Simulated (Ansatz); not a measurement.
## Molecular dynamics of SiNH₆Cl (part 5 of 5)

SiNH₆Cl; RKS revPBE-D4/def2-SVP (Ansatz 0.2.0). It belongs to a series of runs on one base structure; here: dynamics from the highest image of the converged band.

Geometry of the input (Å):
```
Si 0.0689  -0.0825  0.0797
N  0.1152  -0.1795  1.9910
H  -0.8124  -0.1975  2.4413
H  0.6738  0.5723  2.4220
H  1.3959  0.2769  -0.4951
H  -0.7341  1.2143  0.0230
H  -0.8349  -1.1045  -0.5193
Cl 1.4305  -2.3210  0.8375
H  0.6542  -1.1484  2.0333
```

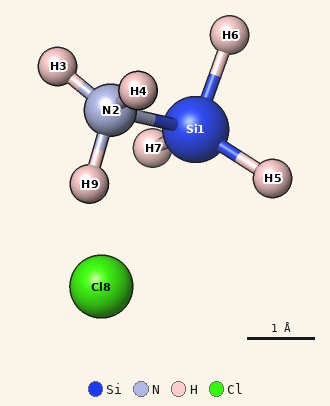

*The geometry at step 175 of the log (ball-and-stick view, seen at a tilt; atoms are numbered from 1 in the order of the input).*

### Trajectory as extended XYZ, continued
```
9
Properties=species:S:1:pos:R:3:forces:R:3 step=148 time_fs=74.0 energy=-21976.75824 temperature=28.8
Si    0.0416   -0.0440    0.0789    0.2562   0.0938  -0.2024
N     0.1199   -0.1711    1.9771    1.7041   0.6660  -0.3235
H    -0.7921   -0.2562    2.3862   -1.0556   0.0274   0.6832
H     0.6775    0.6100    2.4444   -0.7973  -1.0210  -0.5575
H     1.3913    0.2444   -0.4800   -0.0169   0.1306   0.0558
H    -0.7700    1.2358    0.0092   -0.0236   0.0329  -0.0265
H    -0.7546   -1.1031   -0.5965   -0.1561  -0.0062   0.1425
Cl    1.4480   -2.3533    0.8493   -0.0958   0.0597   0.1581
H     0.6740   -1.1697    1.9431    0.1851   0.0168   0.0705
9
Properties=species:S:1:pos:R:3:forces:R:3 step=151 time_fs=75.5 energy=-21976.79071 temperature=63.9
Si    0.0411   -0.0429    0.0778    0.2936   0.2170  -0.1351
N     0.1211   -0.1710    1.9766    1.0536   0.1582  -0.4238
H    -0.7913   -0.2657    2.4031   -0.7000   0.0461   0.4670
H     0.6658    0.6003    2.4351   -0.4494  -0.5863  -0.2949
H     1.3907    0.2628   -0.4824   -0.0667   0.0807   0.0842
H    -0.7725    1.2349    0.0095   -0.0297   0.0448  -0.0297
H    -0.7581   -1.0935   -0.5962   -0.1777  -0.0897   0.0978
Cl    1.4481   -2.3543    0.8505   -0.0942   0.0655   0.1474
H     0.6820   -1.1743    1.9324    0.1705   0.0637   0.0871
9
Properties=species:S:1:pos:R:3:forces:R:3 step=153 time_fs=76.5 energy=-21976.80897 temperature=83.6
Si    0.0410   -0.0421    0.0770    0.2798   0.2841  -0.0909
N     0.1229   -0.1708    1.9760   -0.0617  -0.5706  -0.4624
H    -0.7998   -0.2714    2.4203   -0.0234   0.0971   0.0928
H     0.6521    0.5861    2.4250    0.0381   0.0669   0.0864
H     1.3896    0.2761   -0.4831   -0.0851   0.0465   0.0945
H    -0.7746    1.2348    0.0094   -0.0288   0.0447  -0.0304
H    -0.7625   -1.0881   -0.5949   -0.1756  -0.1269   0.0762
Cl    1.4482   -2.3549    0.8513   -0.0887   0.0706   0.1397
H     0.6893   -1.1767    1.9264    0.1455   0.0877   0.0941
9
Properties=species:S:1:pos:R:3:forces:R:3 step=156 time_fs=78.0 energy=-21976.78121 temperature=53.9
Si    0.0408   -0.0407    0.0757    0.1899   0.3441  -0.0347
N     0.1253   -0.1713    1.9744   -1.5089  -1.6024  -0.5434
H    -0.8111   -0.2782    2.4467    0.8065   0.1519  -0.4127
H     0.6338    0.5684    2.4127    0.7381   1.0311   0.6360
H     1.3864    0.2969   -0.4823   -0.0829  -0.0017   0.0944
H    -0.7782    1.2355    0.0087   -0.0206   0.0330  -0.0288
H    -0.7722   -1.0823   -0.5915   -0.1401  -0.1418   0.0629
Cl    1.4483   -2.3558    0.8527   -0.0743   0.0778   0.1258
H     0.7029   -1.1787    1.9189    0.0924   0.1080   0.1005
9
Properties=species:S:1:pos:R:3:forces:R:3 step=158 time_fs=79.0 energy=-21976.77436 temperature=46.6
Si    0.0409   -0.0396    0.0749    0.0881   0.3538  -0.0069
N     0.1257   -0.1729    1.9728   -1.6923  -1.6676  -0.4306
H    -0.8101   -0.2810    2.4600    0.9750   0.1422  -0.5673
H     0.6294    0.5674    2.4113    0.8082   1.1164   0.6635
H     1.3833    0.3108   -0.4807   -0.0617  -0.0300   0.0845
H    -0.7809    1.2364    0.0078   -0.0118   0.0199  -0.0261
H    -0.7803   -1.0801   -0.5884   -0.0956  -0.1244   0.0659
Cl    1.4483   -2.3564    0.8536   -0.0613   0.0810   0.1141
H     0.7131   -1.1787    1.9152    0.0514   0.1088   0.1028
9
Properties=species:S:1:pos:R:3:forces:R:3 step=160 time_fs=80.0 energy=-21976.79770 temperature=71.7
Si    0.0409   -0.0384    0.0740   -0.0363   0.3418   0.0143
N     0.1250   -0.1757    1.9710   -1.1380  -1.1053  -0.1527
H    -0.8000   -0.2825    2.4680    0.7935   0.0893  -0.5358
H     0.6325    0.5768    2.4160    0.4874   0.6318   0.3492
H     1.3795    0.3243   -0.4783   -0.0280  -0.0547   0.0686
H    -0.7836    1.2374    0.0068   -0.0018   0.0050  -0.0221
H    -0.7894   -1.0791   -0.5848   -0.0393  -0.0906   0.0750
Cl    1.4483   -2.3570    0.8546   -0.0462   0.0823   0.1004
H     0.7238   -1.1778    1.9124    0.0087   0.1003   0.1031
9
Properties=species:S:1:pos:R:3:forces:R:3 step=163 time_fs=81.5 energy=-21976.81371 temperature=89.0
Si    0.0409   -0.0364    0.0727   -0.2351   0.2952   0.0427
N     0.1228   -0.1810    1.9682    0.4514   0.1514   0.1443
H    -0.7724   -0.2833    2.4712   -0.0233  -0.0530  -0.1635
H     0.6443    0.5997    2.4279   -0.2158  -0.4254  -0.3143
H     1.3736    0.3437   -0.4735    0.0346  -0.0850   0.0384
H    -0.7878    1.2391    0.0048    0.0121  -0.0158  -0.0140
H    -0.8036   -1.0791   -0.5779    0.0529  -0.0264   0.0910
Cl    1.4483   -2.3578    0.8561   -0.0218   0.0817   0.0785
H     0.7399   -1.1745    1.9101   -0.0550   0.0773   0.0970
9
Properties=species:S:1:pos:R:3:forces:R:3 step=165 time_fs=82.5 energy=-21976.78978 temperature=63.1
Si    0.0409   -0.0350    0.0719   -0.3544   0.2546   0.0637
N     0.1215   -0.1846    1.9663    1.4643   0.7718   0.1027
H    -0.7530   -0.2843    2.4708   -0.6886  -0.1583   0.1816
H     0.6506    0.6115    2.4329   -0.5242  -0.8914  -0.6067
H     1.3700    0.3556   -0.4698    0.0751  -0.1019   0.0178
H    -0.7904    1.2400    0.0033    0.0190  -0.0256  -0.0074
H    -0.8125   -1.0795   -0.5722    0.1090   0.0130   0.0970
Cl    1.4483   -2.3583    0.8571   -0.0048   0.0800   0.0641
H     0.7500   -1.1714    1.9098   -0.0953   0.0578   0.0872
9
Properties=species:S:1:pos:R:3:forces:R:3 step=168 time_fs=84.0 energy=-21976.77087 temperature=42.7
Si    0.0405   -0.0326    0.0707   -0.4809   0.1959   0.0976
N     0.1216   -0.1889    1.9637    1.9900   1.0294  -0.0302
H    -0.7374   -0.2889    2.4741   -1.1206  -0.2434   0.4044
H     0.6505    0.6130    2.4296   -0.5763  -0.9724  -0.6652
H     1.3660    0.3716   -0.4639    0.1180  -0.1246  -0.0082
H    -0.7941    1.2409    0.0009    0.0233  -0.0300   0.0035
H    -0.8238   -1.0797   -0.5620    0.1699   0.0493   0.0908
Cl    1.4482   -2.3590    0.8587    0.0222   0.0744   0.0423
H     0.7634   -1.1658    1.9107   -0.1458   0.0215   0.0651
9
Properties=species:S:1:pos:R:3:forces:R:3 step=170 time_fs=85.0 energy=-21976.79238 temperature=65.8
Si    0.0401   -0.0309    0.0699   -0.5171   0.1663   0.1199
N     0.1233   -0.1909    1.9620    1.4302   0.7080  -0.0085
H    -0.7398   -0.2947    2.4808   -0.7892  -0.2174   0.1963
H     0.6437    0.6024    2.4194   -0.3354  -0.6033  -0.4465
H     1.3646    0.3808   -0.4601    0.1278  -0.1395  -0.0198
H    -0.7962    1.2412   -0.0007    0.0220  -0.0253   0.0110
H    -0.8294   -1.0794   -0.5541    0.1893   0.0521   0.0737
Cl    1.4482   -2.3594    0.8598    0.0412   0.0673   0.0271
H     0.7707   -1.1617    1.9122   -0.1687  -0.0081   0.0469
9
Properties=species:S:1:pos:R:3:forces:R:3 step=173 time_fs=86.5 energy=-21976.80327 temperature=77.5
Si    0.0391   -0.0283    0.0689   -0.4921   0.1451   0.1538
N     0.1274   -0.1932    1.9593   -0.1769  -0.3296  -0.0062
H    -0.7554   -0.3071    2.4931    0.1502  -0.0936  -0.3660
H     0.6287    0.5780    2.3975    0.3242   0.4336   0.1739
H     1.3649    0.3921   -0.4547    0.1101  -0.1625  -0.0268
H    -0.7990    1.2411   -0.0028    0.0147  -0.0080   0.0216
H    -0.8344   -1.0780   -0.5410    0.1832   0.0219   0.0286
Cl    1.4482   -2.3601    0.8614    0.0688   0.0504   0.0039
H     0.7786   -1.1559    1.9151   -0.1822  -0.0574   0.0172
9
Properties=species:S:1:pos:R:3:forces:R:3 step=175 time_fs=87.5 energy=-21976.77741 temperature=49.7
Si    0.0382   -0.0265    0.0682   -0.4290   0.1473   0.1770
N     0.1302   -0.1949    1.9576   -1.0891  -0.9805  -0.0780
H    -0.7655   -0.3166    2.4977    0.6427  -0.0043  -0.6430
H     0.6217    0.5653    2.3841    0.7190   1.0803   0.5671
H     1.3664    0.3976   -0.4515    0.0797  -0.1776  -0.0253
H    -0.8007    1.2410   -0.0040    0.0078   0.0078   0.0277
H    -0.8356   -1.0767   -0.5319    0.1584  -0.0172  -0.0118
Cl    1.4482   -2.3605    0.8624    0.0852   0.0346  -0.0114
H     0.7816   -1.1526    1.9173   -0.1748  -0.0903  -0.0023
9
Properties=species:S:1:pos:R:3:forces:R:3 step=178 time_fs=89.0 energy=-21976.77332 temperature=45.3
Si    0.0367   -0.0237    0.0674   -0.2931   0.1676   0.2100
N     0.1329   -0.1987    1.9548   -1.2875  -0.9347  -0.0022
H    -0.7685   -0.3309    2.4930    0.8233   0.0772  -0.6986
H     0.6240    0.5659    2.3743    0.6688   1.0747   0.6154
H     1.3700    0.4028   -0.4470    0.0191  -0.1966  -0.0181
H    -0.8032    1.2410   -0.0052   -0.0023   0.0324   0.0341
H    -0.8346   -1.0753   -0.5186    0.1026  -0.0888  -0.0787
Cl    1.4483   -2.3611    0.8641    0.1055   0.0032  -0.0330
H     0.7832   -1.1494    1.9206   -0.1363  -0.1348  -0.0289
9
Properties=species:S:1:pos:R:3:forces:R:3 step=180 time_fs=90.0 energy=-21976.79955 temperature=73.5
Si    0.0355   -0.0218    0.0669   -0.1979   0.1822   0.2293
N     0.1336   -0.2020    1.9530   -0.6112  -0.2059   0.1484
H    -0.7610   -0.3395    2.4816    0.5371   0.0785  -0.4843
H     0.6336    0.5791    2.3751    0.2161   0.4150   0.2943
H     1.3727    0.4039   -0.4443   -0.0214  -0.2040  -0.0135
H    -0.8048    1.2413   -0.0056   -0.0070   0.0455   0.0362
H    -0.8326   -1.0754   -0.5105    0.0634  -0.1320  -0.1197
Cl    1.4484   -2.3615    0.8651    0.1159  -0.0221  -0.0452
H     0.7825   -1.1488    1.9224   -0.0950  -0.1571  -0.0456
9
Properties=species:S:1:pos:R:3:forces:R:3 step=183 time_fs=91.5 energy=-21976.79836 temperature=72.3
Si    0.0336   -0.0188    0.0663   -0.0877   0.1840   0.2515
N     0.1342   -0.2071    1.9504    0.8654   1.0092   0.1395
H    -0.7419   -0.3513    2.4570   -0.3326   0.0067   0.0917
H     0.6504    0.6042    2.3804   -0.4976  -0.6498  -0.2143
H     1.3763    0.4019   -0.4404   -0.0656  -0.2030  -0.0125
H    -0.8074    1.2427   -0.0056   -0.0089   0.0547   0.0360
H    -0.8285   -1.0778   -0.5007    0.0210  -0.1664  -0.1614
Cl    1.4486   -2.3621    0.8667    0.1280  -0.0642  -0.0570
H     0.7800   -1.1508    1.9243   -0.0221  -0.1712  -0.0734
9
Properties=species:S:1:pos:R:3:forces:R:3 step=185 time_fs=92.5 energy=-21976.77419 temperature=46.2
Si    0.0323   -0.0167    0.0660   -0.0531   0.1620   0.2586
N     0.1351   -0.2097    1.9488    1.5972   1.4761  -0.0148
H    -0.7318   -0.3589    2.4408   -0.8803  -0.0472   0.4427
H     0.6566    0.6146    2.3822   -0.7516  -1.0313  -0.3770
H     1.3780    0.3982   -0.4380   -0.0776  -0.1927  -0.0181
H    -0.8092    1.2442   -0.0052   -0.0060   0.0525   0.0334
H    -0.8255   -1.0814   -0.4960    0.0114  -0.1594  -0.1702
Cl    1.4488   -2.3625    0.8677    0.1357  -0.0936  -0.0596
H     0.7779   -1.1542    1.9247    0.0243  -0.1664  -0.0951
9
Properties=species:S:1:pos:R:3:forces:R:3 step=188 time_fs=94.0 energy=-21976.78106 temperature=53.8
Si    0.0303   -0.0134    0.0658   -0.0680   0.0923   0.2537
N     0.1386   -0.2118    1.9464    1.4872   1.3668  -0.1250
H    -0.7328   -0.3712    2.4247   -0.9215  -0.0157   0.5031
H     0.6526    0.6119    2.3782   -0.6903  -0.9370  -0.2821
H     1.3791    0.3891   -0.4347   -0.0657  -0.1631  -0.0372
H    -0.8120    1.2474   -0.0039    0.0036   0.0375   0.0259
H    -0.8208   -1.0896   -0.4920    0.0265  -0.1020  -0.1538
Cl    1.4491   -2.3632    0.8692    0.1494  -0.1382  -0.0556
H     0.7754   -1.1621    1.9236    0.0786  -0.1406  -0.1290
9
Properties=species:S:1:pos:R:3:forces:R:3 step=190 time_fs=95.0 energy=-21976.80926 temperature=84.1
Si    0.0290   -0.0112    0.0657   -0.1127   0.0306   0.2431
N     0.1422   -0.2120    1.9447    0.5860   0.7428  -0.1147
H    -0.7444   -0.3796    2.4200   -0.3917   0.0948   0.2316
H     0.6416    0.5988    2.3720   -0.3643  -0.4330   0.0023
H     1.3791    0.3811   -0.4329   -0.0412  -0.1360  -0.0555
H    -0.8139    1.2500   -0.0028    0.0124   0.0221   0.0182
H    -0.8174   -1.0963   -0.4912    0.0501  -0.0407  -0.1276
Cl    1.4494   -2.3637    0.8702    0.1601  -0.1676  -0.0480
H     0.7745   -1.1691    1.9213    0.1014  -0.1131  -0.1495
9
Properties=species:S:1:pos:R:3:forces:R:3 step=193 time_fs=96.5 energy=-21976.80424 temperature=78.8
Si    0.0269   -0.0079    0.0658   -0.1969  -0.0573   0.2273
N     0.1481   -0.2116    1.9420   -1.1055  -0.6096  -0.2460
H    -0.7668   -0.3902    2.4159    0.5367   0.2729  -0.2357
H     0.6201    0.5737    2.3641    0.3507   0.6992   0.6172
H     1.3784    0.3667   -0.4313    0.0062  -0.0903  -0.0849
H    -0.8164    1.2543   -0.0008    0.0261  -0.0034   0.0028
H    -0.8112   -1.1069   -0.4922    0.0881   0.0613  -0.0783
Cl    1.4498   -2.3646    0.8717    0.1766  -0.2105  -0.0305
H     0.7752   -1.1816    1.9152    0.1181  -0.0623  -0.1719
9
Properties=species:S:1:pos:R:3:forces:R:3 step=195 time_fs=97.5 energy=-21976.78225 temperature=55.3
Si    0.0254   -0.0057    0.0660   -0.2402  -0.0957   0.2202
N     0.1512   -0.2116    1.9400   -1.7842  -1.1991  -0.3512
H    -0.7766   -0.3942    2.4111    0.8807   0.3272  -0.3979
H     0.6089    0.5637    2.3653    0.6617   1.1944   0.8821
H     1.3779    0.3560   -0.4312    0.0343  -0.0600  -0.1015
H    -0.8178    1.2572    0.0006    0.0338  -0.0182  -0.0097
H    -0.8061   -1.1134   -0.4938    0.1043   0.1202  -0.0472
Cl    1.4502   -2.3652    0.8726    0.1872  -0.2391  -0.0167
H     0.7770   -1.1907    1.9091    0.1223  -0.0295  -0.1781
9
Properties=species:S:1:pos:R:3:forces:R:3 step=198 time_fs=99.0 energy=-21976.80598 temperature=81.0
Si    0.0230   -0.0025    0.0663   -0.2525  -0.1038   0.2140
N     0.1537   -0.2133    1.9365   -1.4816  -0.7822  -0.1723
H    -0.7758   -0.3944    2.3968    0.7670   0.2658  -0.3240
H     0.6034    0.5692    2.3824    0.4439   0.7761   0.6112
H     1.3779    0.3389   -0.4329    0.0546  -0.0200  -0.1149
H    -0.8193    1.2611    0.0025    0.0400  -0.0313  -0.0312
H    -0.7966   -1.1208   -0.4971    0.1019   0.1735  -0.0145
Cl    1.4509   -2.3663    0.8741    0.2031  -0.2838   0.0028
H     0.7819   -1.2049    1.8968    0.1235   0.0056  -0.1713
9
Properties=species:S:1:pos:R:3:forces:R:3 step=200 time_fs=100.0 energy=-21976.83097 temperature=108.0
Si    0.0213   -0.0004    0.0667   -0.2162  -0.0730   0.2123
N     0.1540   -0.2150    1.9340   -0.6076   0.0752   0.0621
H    -0.7659   -0.3913    2.3833    0.2980   0.1394  -0.0846
H     0.6055    0.5829    2.4016    0.0244   0.0062   0.1181
H     1.3785    0.3273   -0.4354    0.0481   0.0018  -0.1136
H    -0.8198    1.2633    0.0034    0.0396  -0.0323  -0.0465
H    -0.7890   -1.1238   -0.4995    0.0796   0.1794  -0.0046
Cl    1.4514   -2.3671    0.8750    0.2144  -0.3144   0.0140
H     0.7866   -1.2143    1.8865    0.1198   0.0176  -0.1571
```
